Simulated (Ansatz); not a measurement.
# C₂H₈OSi (SMILES C[SiH](C)O): what the fields show

Input file:

```
crystal:
  periodic: [false, false, false]
  atoms:
    - symbol: C
      position_ang: [-0.933798, 0.192569, 1.687511]
    - symbol: C
      position_ang: [-0.544859, -2.192716, -0.241950]
    - symbol: O
      position_ang: [0.767251, 0.276154, -0.709260]
    - symbol: Si
      position_ang: [0.267652, -0.708728, 0.555209]
    - symbol: H
      position_ang: [-1.828062, 0.517601, 1.130804]
    - symbol: H
      position_ang: [-0.475312, 1.085387, 2.144270]
    - symbol: H
      position_ang: [-1.263778, -0.466446, 2.508252]
    - symbol: H
      position_ang: [1.452350, -1.138186, 1.367073]
    - symbol: H
      position_ang: [-1.418935, -1.881990, -0.837013]
    - symbol: H
      position_ang: [-0.887740, -2.909898, 0.521674]
    - symbol: H
      position_ang: [0.155362, -2.714918, -0.912844]
    - symbol: H
      position_ang: [1.265383, 1.067071, -0.473932]
basis:
  gaussian: {orbitals: def2-TZVPD}
magnetization: {spin_polarized: false}
hamiltonian: {xc: {name: PBE0}}
output: {forces: true, orbitals: {seedname: orbitals}}
```

Command:

```sh
ansatz run input.yaml --threads 2 --pin off --max-ram 4350MiB --events-out events.jsonl --progress --plain --runs-dir runs
```

Geometry: B3LYP-D3(BJ)/def2-SVP.

Theory: Ansatz 0.2.0, isolated molecule in a Gaussian basis; Kohn-Sham density functional theory, functional PBE0.

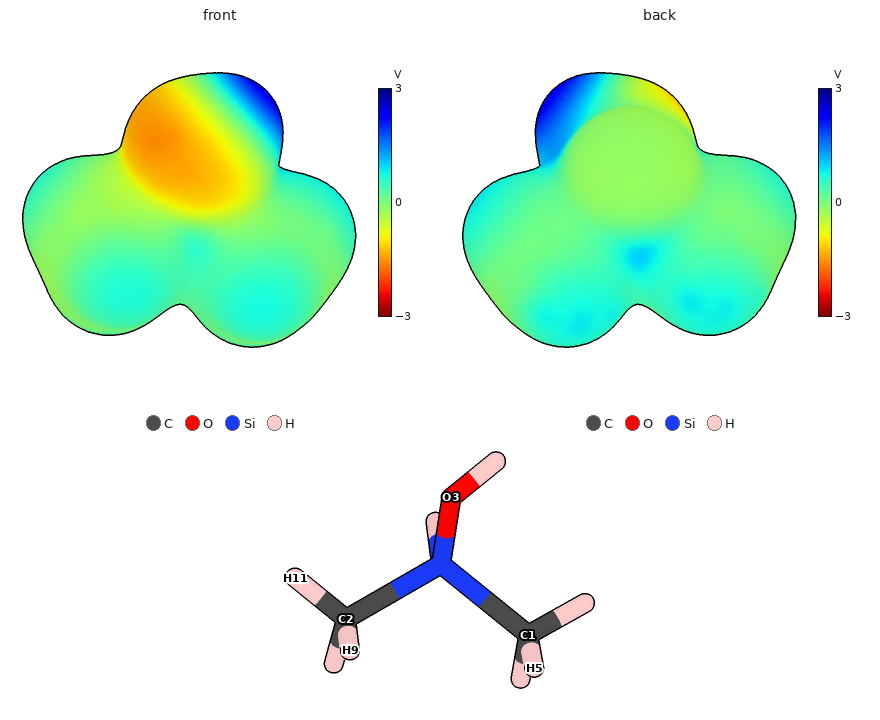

Figure 1. The molecular electrostatic potential painted on the density surface at 0.002 e/bohr³, seen from the front and from behind; red is negative and blue positive. The bare structure is drawn below in the same view.

Describe the electrostatic potential map.

Answer. The most negative region (about −1.5 V, or −35 kcal/mol for a unit charge) lies over O3, the most positive (about +2.4 V, or +55 kcal/mol for a unit charge) over H12. O3 is the likeliest acceptor of a hydrogen bond.

How polar is the molecule by this calculation?

Answer. Its dipole moment is 1.10 D.

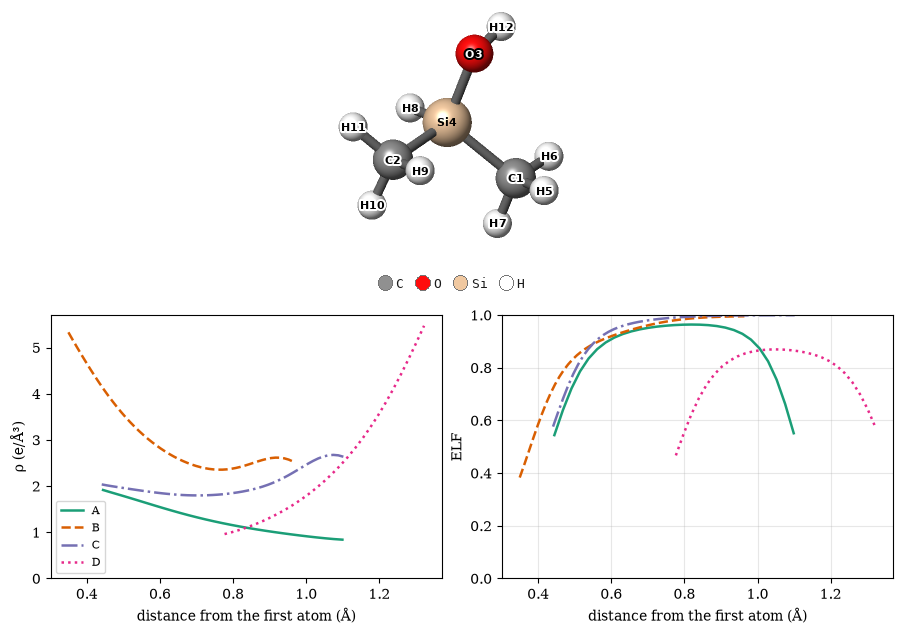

Figure 2. Total electron density and electron localisation function along straight lines between neighbouring atoms. The curves leave out the atomic cores. The structure is drawn too.

Which curve belongs to which contact (C–H, C–Si, O–H and Si–O)? The first atom named is at distance zero.

Answer. Curve A: C–Si (1.87 Å): the density is about 0.98 e/Å³ at the midpoint; the ELF peaks at about 0.95 between the atoms; a covalent bond. Curve B: O–H (0.96 Å): the density is about 3.7 e/Å³ at the midpoint; the ELF climbs to about 1 towards the hydrogen, as it does in any bond to H: an ordinary covalent bond to hydrogen. Curve C: C–H (1.10 Å): ρ at the midpoint is about 1.9 e/Å³; the ELF climbs to about 1 towards the hydrogen (a covalent bond by its length). Curve D: Si–O (1.68 Å): ρ at the midpoint is about 1.1 e/Å³; the ELF peaks at about 0.85 between the atoms, as expected for a polar covalent bond.

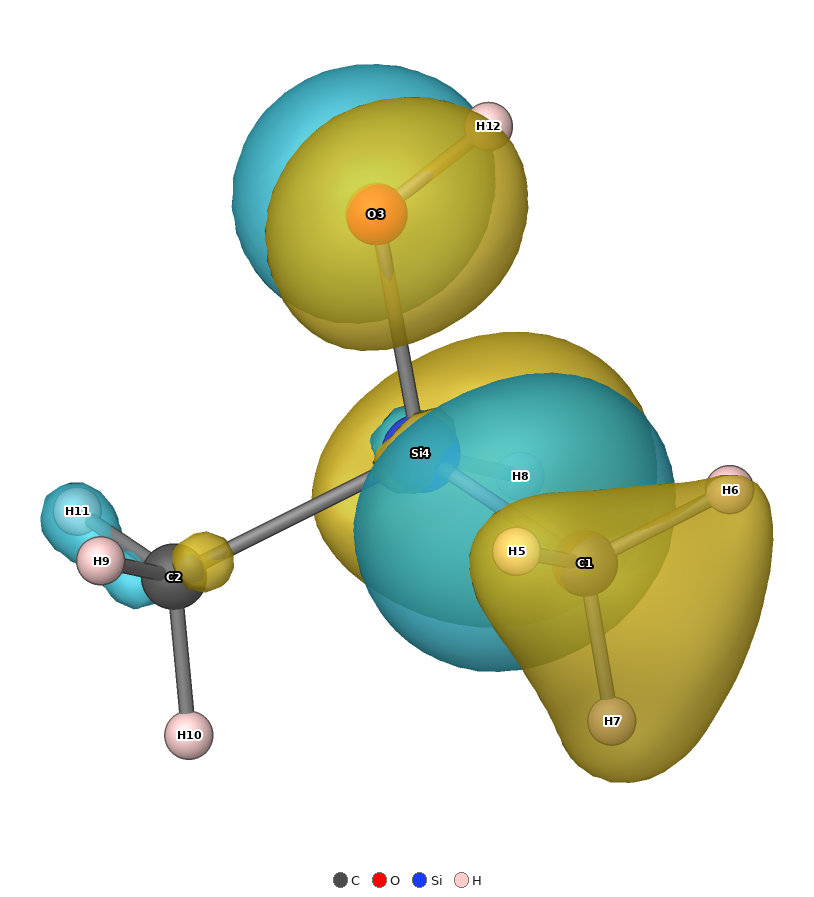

Figure 3. The HOMO at ±0.1 Å⁻³ᐟ² (yellow and cyan are the two phases), seen at a tilt.

Where does this orbital lie, and at what energy?

Answer. It lies mainly on O3 (about 30 %), C1 (about 25 %), Si4 (about 20 %) and H8 (about 15 %). Its energy is −8.22 eV.
